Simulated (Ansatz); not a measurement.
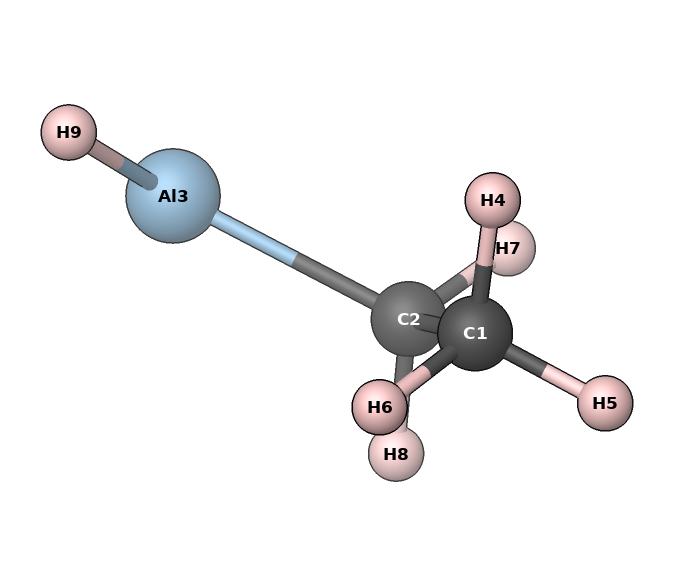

C2 lies behind C1. The molecule seen a little off the C1–C2 bond, C1 in front. Depth is shown by fading: the farther an atom, the more it takes the colour of the background. The species is neutral and a spin doublet. The computed geometry is a stationary point of PBE0-D4/def2-TZVP, a saddle point of order 1.

**What is the torsion angle H4–C1–C2–Al3? The sign is positive where the front bond must turn clockwise to cover the back bond.**

−60°, synclinal (gauche). The bonds about C1–C2 are staggered.
